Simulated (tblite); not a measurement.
# Molecular dynamics, with input and output: C$_{2}$HF$_{3}$S$_{2}$ (part 2 of 2)

Continued. System: C$_{2}$HF$_{3}$S$_{2}$, SMILES FC(F)(F)SC=S. Method: GFN2-xTB Langevin dynamics, gas phase (tblite 0.8.0). It belongs to a series of runs on one base structure; here: H on C replaced by SCF3.

Geometry of the input (Å):
```
F  -1.1214  1.1923  1.0394
C  -1.1785  0.1964  0.1582
F  -2.1921  0.4209  -0.6599
F  -1.4289  -0.9184  0.8412
S  0.3916  0.0577  -0.7996
C  1.4816  -0.2334  0.5430
S  3.0660  -0.4524  0.3801
H  0.9908  -0.2536  1.5080
```

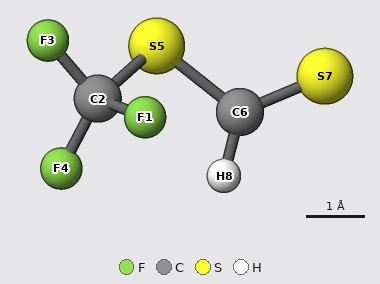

Figure 1. The geometry at step 31 of the log (ball-and-stick view, seen at a tilt; atoms are numbered from 1 in the order of the input).

Trajectory as extended XYZ, continued:
```
8
Properties=species:S:1:pos:R:3:forces:R:3 step=22 time_fs=550.0 energy=-691.68413 temperature=609.0
F    -1.5360    1.1581   -0.8454    0.2349  -0.0019   0.0932
C    -1.3632   -0.1208   -0.6096   -1.2108  -1.3518   0.2569
F    -2.1772   -0.8423   -1.3961   -0.1721   0.4859  -0.9140
F    -1.8323   -0.4532    0.5865    0.2080   0.7538   1.0480
S     0.2399   -0.8924   -0.8961    1.2178  -0.3014  -0.8183
C     1.1756   -0.7270    0.5267    1.5623   0.9872   1.8033
S     2.7924   -1.0165    0.7896   -1.3531  -0.1699  -0.7388
H     0.7576   -0.1933    1.3992   -0.4870  -0.4019  -0.7303
8
Properties=species:S:1:pos:R:3:forces:R:3 step=23 time_fs=575.0 energy=-691.37701 temperature=477.5
F    -1.5523    1.1468   -0.7910    0.9328   0.1976   0.3012
C    -1.4440   -0.1682   -0.6114    1.1089   0.4713   0.5584
F    -2.1931   -0.6340   -1.5822   -0.3534  -1.1387   0.6770
F    -1.8357   -0.3471    0.7061    0.3523  -0.5327  -2.1003
S     0.4789   -0.9932   -0.9207   -1.8289   1.6550   1.5758
C     1.3157   -0.4765    0.5663   -0.1853  -0.7058  -0.4245
S     2.7557   -1.1651    0.8136    0.1685   0.1403   0.0322
H     0.8602    0.1532    1.3320   -0.1949  -0.0870  -0.6199
8
Properties=species:S:1:pos:R:3:forces:R:3 step=24 time_fs=600.0 energy=-691.72181 temperature=881.5
F    -1.2546    1.0977   -0.6114    0.4856  -0.4809  -1.4285
C    -1.2999   -0.2803   -0.6973    0.0482   1.9324   1.7375
F    -2.2179   -0.6525   -1.5463    0.5461  -0.0556  -0.2650
F    -1.7770   -0.4689    0.5401    0.0804  -1.4754   0.2592
S     0.4464   -1.0091   -0.9101   -1.4864  -0.4545  -1.4595
C     1.3135   -0.5216    0.4498   -0.6063   1.5463   1.8389
S     2.6959   -1.2092    0.8904    0.3704  -0.0834   0.0097
H     0.8316    0.3090    1.0616    0.5620  -0.9288  -0.6922
8
Properties=species:S:1:pos:R:3:forces:R:3 step=25 time_fs=625.0 energy=-691.63275 temperature=690.8
F    -0.9474    1.1548   -0.6767   -0.8886  -1.2420   0.8789
C    -1.1680   -0.1758   -0.5981    0.2380  -1.3847  -0.3268
F    -1.9509   -0.5820   -1.5842   -0.9106   0.8048  -0.3092
F    -1.7422   -0.7283    0.5288    0.5785   1.8257  -0.6928
S     0.3422   -1.1251   -0.9865    1.4651   0.1329   1.3620
C     1.2529   -0.6464    0.5342   -0.3581   0.5578  -0.5749
S     2.6718   -1.2097    1.0465   -0.7364   0.1846  -0.2394
H     0.7136    0.2266    0.9733    0.6121  -0.8792  -0.0977
8
Properties=species:S:1:pos:R:3:forces:R:3 step=26 time_fs=650.0 energy=-691.70694 temperature=630.2
F    -0.9003    0.9228   -0.5516    1.4229   4.6769   0.3673
C    -1.1017   -0.2998   -0.6594   -0.3759  -2.2186  -0.0543
F    -1.9213   -0.3808   -1.6963   -0.5779  -1.2155   0.1435
F    -1.6343   -0.6134    0.5396   -0.5462  -0.9749  -0.5642
S     0.4762   -1.2144   -0.9528   -0.5163  -0.7680  -1.2410
C     1.2251   -0.7119    0.4787    0.8047  -0.0739   0.8689
S     2.6457   -1.1712    1.0916    0.1004  -0.0613  -0.1582
H     0.6078   -0.0404    1.0176   -0.3116   0.6353   0.6381
8
Properties=species:S:1:pos:R:3:forces:R:3 step=27 time_fs=675.0 energy=-691.55290 temperature=597.3
F    -0.6942    1.0674   -0.3858   -0.8885  -2.2037  -1.0946
C    -1.0452   -0.2795   -0.6795    0.9999   0.2091  -0.0398
F    -1.9688   -0.4564   -1.6149    0.9295   0.9809  -0.5155
F    -1.6390   -0.7459    0.3778   -0.2291  -0.0301   1.5944
S     0.5456   -1.3705   -0.9031   -0.7833   1.7913   0.8490
C     1.3204   -0.6612    0.6464   -1.4551  -0.9012  -1.8204
S     2.7323   -1.1601    1.0812    1.5111  -0.2410   0.7001
H     0.6237   -0.0354    1.1485   -0.0844   0.3947   0.3268
8
Properties=species:S:1:pos:R:3:forces:R:3 step=28 time_fs=700.0 energy=-691.70947 temperature=849.6
F    -0.6233    0.9777   -0.3524   -0.2218  -1.5182   0.1243
C    -0.9725   -0.4035   -0.5997    0.8687   2.9204   0.6905
F    -1.7809   -0.2653   -1.5923   -0.5390  -0.7887  -0.9386
F    -1.5880   -0.8219    0.4640   -0.9090  -0.0619   0.7895
S     0.5259   -1.3533   -0.7801    0.5824  -1.2648  -1.7820
C     1.3855   -0.8125    0.6105   -1.9102   1.6041   0.4533
S     2.8501   -1.1662    1.0626    1.1421  -0.3925   0.3855
H     0.7053   -0.0592    1.0817    0.9868  -0.4985   0.2774
8
Properties=species:S:1:pos:R:3:forces:R:3 step=29 time_fs=725.0 energy=-691.43730 temperature=625.1
F    -0.5479    0.8282   -0.2100   -0.9272  -0.8308   0.2689
C    -1.0889   -0.4356   -0.4914    3.0718   1.6024   0.2167
F    -1.6564   -0.2057   -1.6742   -0.8050  -1.0813   1.3297
F    -1.6982   -0.8255    0.6440   -0.3237   0.3450  -1.8613
S     0.5510   -1.4347   -0.7580   -0.2401   0.4725   0.9902
C     1.4472   -0.8294    0.7491   -0.0729  -1.0309  -1.0061
S     3.0007   -1.1531    1.0459   -0.9556   0.2965  -0.1763
H     0.7189   -0.3842    1.4019    0.2528   0.2265   0.2382
8
Properties=species:S:1:pos:R:3:forces:R:3 step=30 time_fs=750.0 energy=-691.45038 temperature=709.7
F    -0.5400    0.9040   -0.0462    0.5113   1.8760   0.2587
C    -0.8574   -0.2766   -0.3525   -2.2646  -3.3886   0.5738
F    -1.6479   -0.4174   -1.3817    0.4822   1.0514  -3.0287
F    -1.8465   -0.7259    0.5132    1.3460   0.0980   2.0300
S     0.5582   -1.4537   -0.5817   -0.3192  -0.1020  -0.8140
C     1.4715   -1.0829    0.8208    1.5007   0.2292  -0.1305
S     3.0957   -1.1257    0.9864   -0.8673  -0.2002  -0.0544
H     0.8238   -0.7019    1.5553   -0.3890   0.4363   1.1650
8
Properties=species:S:1:pos:R:3:forces:R:3 step=31 time_fs=775.0 energy=-691.52432 temperature=805.9
F    -0.5669    0.9035    0.0027   -0.7382  -1.0654  -0.3612
C    -0.9942   -0.3524   -0.2550    0.1586  -0.3133   0.1854
F    -1.5350   -0.4404   -1.5093   -0.1736   0.5109   2.0148
F    -1.8859   -0.6780    0.7954    1.4833   0.4388  -2.3089
S     0.5257   -1.4774   -0.4859    0.0099   0.7758   1.6910
C     1.5260   -1.0823    1.0204   -0.1664  -0.4654  -0.0428
S     3.1539   -1.1062    0.9324   -1.4003   0.0594   0.2348
H     0.9155   -0.9914    1.9766    0.8266   0.0592  -1.4131
8
Properties=species:S:1:pos:R:3:forces:R:3 step=32 time_fs=800.0 energy=-691.38836 temperature=769.5
F    -0.6591    0.8892   -0.0195    1.2108   0.1123   0.1542
C    -0.9998   -0.4385   -0.1586    1.1285   3.2291  -1.9725
F    -1.5907   -0.3143   -1.3917   -0.1231  -1.5578   1.1953
F    -1.7760   -0.5407    0.8481   -1.4806  -1.7925   0.8634
S     0.5452   -1.4617   -0.3232   -0.8573  -0.5374  -0.9150
C     1.5647   -1.1358    1.0202   -1.8048   1.7592   2.0075
S     3.1442   -1.1967    0.9501    1.1690  -0.3623   0.0000
H     1.0154   -0.6716    1.9344    0.7575  -0.8506  -1.3329
8
Properties=species:S:1:pos:R:3:forces:R:3 step=33 time_fs=825.0 energy=-691.38574 temperature=834.8
F    -0.4667    1.1281    0.0523   -1.5418  -2.9511  -0.1269
C    -0.9608   -0.2269   -0.1393    1.2705   0.1918  -0.1527
F    -1.7391   -0.3325   -1.1794    0.4609   1.0581  -1.7409
F    -1.7730   -0.7258    0.7572    0.1621   0.8542   2.2131
S     0.4940   -1.4520   -0.2898   -0.1171   1.1622   0.4060
C     1.5609   -0.9324    1.0616   -1.4284  -0.1565  -0.3461
S     3.0886   -1.3018    1.0257    1.6852  -0.3761  -0.0376
H     1.1307   -0.4939    1.9472   -0.4915   0.2174  -0.2149
8
Properties=species:S:1:pos:R:3:forces:R:3 step=34 time_fs=850.0 energy=-691.54163 temperature=994.1
F    -0.5637    0.8682    0.1325    0.6495   3.5385   0.4376
C    -1.0422   -0.2411   -0.2066   -0.1636  -2.9870   1.4157
F    -1.8032   -0.1352   -1.2703   -0.1066  -0.3452   0.4979
F    -1.6809   -0.7103    0.9469   -0.7861   0.5713  -1.2793
S     0.3775   -1.4093   -0.2770    0.9914  -0.7102  -0.4835
C     1.4960   -0.7686    0.9887    0.9328  -2.1501  -2.1659
S     3.0142   -1.3132    1.0941   -0.5884   0.0486   0.1334
H     1.1475    0.0622    1.4509   -0.9290   2.0341   1.4440
8
Properties=species:S:1:pos:R:3:forces:R:3 step=35 time_fs=875.0 energy=-691.58232 temperature=1058.4
F    -0.6413    0.9296    0.1984    0.5318   1.2775   0.2316
C    -1.0504   -0.2469   -0.1382   -1.0062  -1.5577   1.0358
F    -1.8394   -0.0741   -1.1770   -0.0793  -0.6175  -0.0319
F    -1.8279   -0.6700    0.9661    0.8070   0.2870  -1.5907
S     0.3587   -1.4901   -0.3930    0.0020   1.7916   1.0137
C     1.4713   -0.5580    0.7837    1.8964  -4.1306  -1.0546
S     2.9003   -1.2821    1.2221   -1.9387   1.3964  -0.4892
H     0.9847    0.2788    1.1210   -0.2130   1.5533   0.8853
8
Properties=species:S:1:pos:R:3:forces:R:3 step=36 time_fs=900.0 energy=-691.26981 temperature=839.3
F    -0.6524    1.0699    0.3058   -1.2067  -2.2642  -0.4563
C    -1.1183   -0.2395   -0.0480    0.3547   1.2418   0.4140
F    -1.9392   -0.1454   -1.0586    0.2852   0.6225  -1.0535
F    -1.8972   -0.7629    0.8789    0.4705   0.4126   1.0861
S     0.2639   -1.4199   -0.3899   -0.9799  -2.1483  -0.7519
C     1.5315   -0.7448    0.5147   -0.0694   2.5697  -0.1989
S     2.8390   -1.1375    1.3555   -0.1837  -0.4034  -0.2141
H     1.2429    0.3067    0.2581    1.3294  -0.0308   1.1747
8
Properties=species:S:1:pos:R:3:forces:R:3 step=37 time_fs=925.0 energy=-691.18416 temperature=576.2
F    -0.8509    0.9406    0.2935    0.1812  -0.7356  -0.2369
C    -1.2935   -0.3639    0.0054    2.1826   3.3498  -2.6352
F    -2.0655   -0.0992   -1.1073    0.4148  -1.1409   1.3600
F    -1.8973   -0.6894    1.0474   -2.0751  -1.3100   1.7180
S     0.1583   -1.4421   -0.3358    0.8037  -0.1004   0.3613
C     1.7474   -0.5086    0.4393   -2.4894   1.3763  -1.2575
S     2.7359   -1.1083    1.4875    0.2115  -0.2028  -0.0689
H     1.5577    0.5252    0.0157    0.7707  -1.2363   0.7592
8
Properties=species:S:1:pos:R:3:forces:R:3 step=38 time_fs=950.0 energy=-691.51806 temperature=844.1
F    -0.8978    0.9183    0.2554    0.1533   0.2580   0.3585
C    -1.2863   -0.3080    0.0028   -0.5003  -0.5734   0.4352
F    -2.1207   -0.2339   -1.0361    0.5999  -0.5061   0.3115
F    -2.0353   -0.7750    1.0717    1.2636   0.4931  -1.3660
S     0.3325   -1.4206   -0.2637   -3.0986  -1.1599  -0.6347
C     1.5702   -0.5350    0.3974    1.2919   1.1867   0.6024
S     2.6084   -1.1072    1.4813    0.5668  -0.5630   0.5539
H     1.8030    0.4146   -0.0250   -0.2766   0.8647  -0.2608
8
Properties=species:S:1:pos:R:3:forces:R:3 step=39 time_fs=975.0 energy=-691.30099 temperature=667.5
F    -0.8736    0.8541    0.3828   -0.0718   0.9814  -0.2708
C    -1.2202   -0.3232   -0.0469   -1.5524  -1.3635   2.7508
F    -2.0397   -0.3069   -1.0242   -0.5933   0.6756  -2.2153
F    -2.1056   -0.8131    0.9681    1.0796   0.2766  -0.2218
S     0.1526   -1.4407   -0.1836    1.3480   1.1406  -0.0580
C     1.4372   -0.3070    0.5172    0.5094  -3.7278   1.3542
S     2.5219   -1.2067    1.3886   -0.3413   1.1754  -0.8566
H     1.3746    0.7260    0.6902   -0.3781   0.8417  -0.4825
8
Properties=species:S:1:pos:R:3:forces:R:3 step=40 time_fs=1000.0 energy=-691.28332 temperature=820.5
F    -1.0033    0.8643    0.4377   -0.7168   0.7848  -0.2133
C    -1.4327   -0.3307    0.0459    1.3488   0.1996   0.1814
F    -1.9502   -0.2171   -1.1807   -0.8631  -0.1632   1.2009
F    -2.1161   -0.8136    1.0878   -0.9699   0.1848  -1.1086
S     0.0920   -1.3475   -0.0818   -1.1759  -1.8214  -1.5094
C     1.0963   -0.4893    0.8614    4.5378   1.1843   1.6540
S     2.5464   -1.2837    1.2355   -1.2236   0.5506  -0.0917
H     1.2099    0.6100    1.0069   -0.9373  -0.9195  -0.1134
```

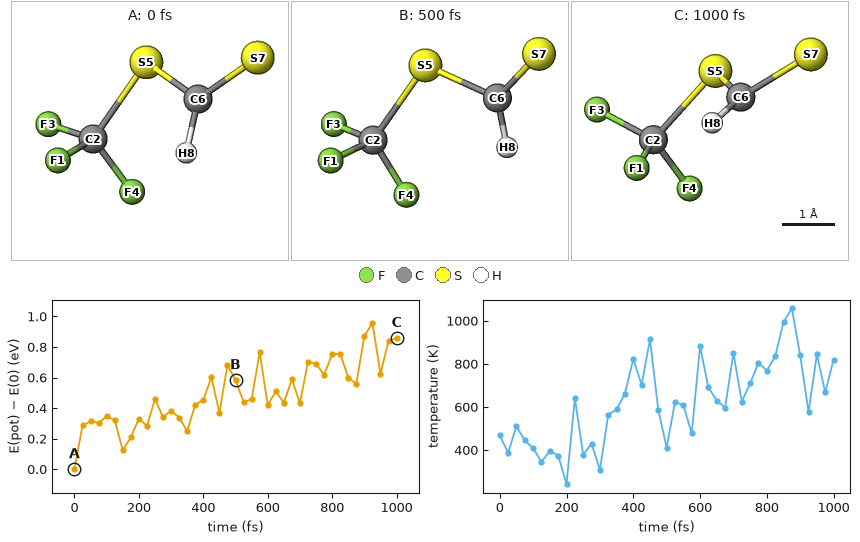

Figure 2. Frames of the molecular dynamics (ball-and-stick, seen at a tilt) above the curves, on which the letters mark them. The trajectory kept here has 41 frames over 1000 fs. The temperature starts at 468 K, ranges from 243 to 1058 K and averages 729 K over the second half. The potential energy ends 0.859 eV above its first value. After an unweighted best fit of the last frame on the first, the root-mean-square displacement is 0.48 Å, and H8 has moved furthest (0.91 Å).

Summary:

```json
{"quantity": "outcome", "value": "finished"}
{"quantity": "mean temperature over the second half", "value": "729 K"}
{"quantity": "trajectory", "value": "41 frames kept, 1000 fs"}
{"quantity": "hardware", "value": "1 CPU thread, shared host"}
{"quantity": "wall time", "value": "30 s"}
{"quantity": "peak memory", "value": "0.18 GiB"}
```
